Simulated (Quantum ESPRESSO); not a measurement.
## Effort and miss along a sweep of ecutwfc: HfN (Fm-3m, 2 atoms in the cell)

```
HfN
1.0
   -2.25586     0.00000     2.25586
    0.00000     2.25586     2.25586
   -2.25586     2.25586     0.00000
Hf N
1 1
Direct
  0.00000   0.00000   0.00000
  0.50000   0.50000   0.50000
```

Level of theory: PBEsol, PseudoDojo standard norm-conserving (PBESOL) pseudopotentials (plane waves; Quantum ESPRESSO).

Base settings: ecutwfc = 85 Ry; occupations = smearing; smearing = methfessel-paxton; degauss = 0.0073499 Ry; potentials = {Hf: Hf.upf, N: N.upf}; K_POINTS = automatic 10 10 10 0 0 0; conv_thr = 1e-11 Ry; mixing_beta = 0.7.

Misses are taken against the tightest run, 170 Ry, which need not be fully converged itself. The energy is the free energy per atom.

The count of work is k-points × plane waves × bands × iterations; it is no time, and leaves out set-up, grids and terms that scale otherwise. Core times come from one kind of shared machine and are given to one figure; runs under 30 s give none.

The starting cell comes from a database of computed structures (which also holds hypothetical and non-ambient phases and stackings), without a prior relaxation at this level.

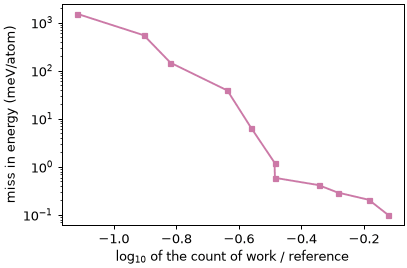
Figure. Miss against the count of work; the reference run is not drawn, and misses under 0.1 meV/atom are drawn there.

```csv
ecutwfc,energy less reference (meV/atom),pressure less reference (GPa),count of work / reference,core time / reference (rough)
34 Ry,1523.61,-58.58,0.076,–
42 Ry,544.19,-28.62,0.12,–
51 Ry,146.22,-10.49,0.15,–
59 Ry,38.69,-3.73,0.23,–
68 Ry,6.53,-0.89,0.27,–
76 Ry,1.22,-0.15,0.33,0.3
85 Ry,0.59,-0.01,0.33,0.2
98 Ry,0.42,-0.01,0.45,0.4
110 Ry,0.29,-0.01,0.52,0.6
128 Ry,0.21,-0.01,0.65,0.7
149 Ry,0.05,-0.01,0.75,0.6
170 Ry,0.00,0.00,1.0,1
```

Coarsest setting among those run that, with all tighter ones, holds the energy within 10 meV/atom of the reference: 68 Ry, off by 6.5 meV/atom; it needs 0.27 of the reference's count of work.

Coarsest setting among those run that, with all tighter ones, holds the energy within 5 meV/atom of the reference: 76 Ry, off by 1.2 meV/atom; it needs 0.33 of the reference's count of work and about 0.3 of the reference's time.

The step from 42 Ry to 68 Ry: it takes the miss in the energy from 540 to 6.5 meV/atom, for 2.2 times the count of work.
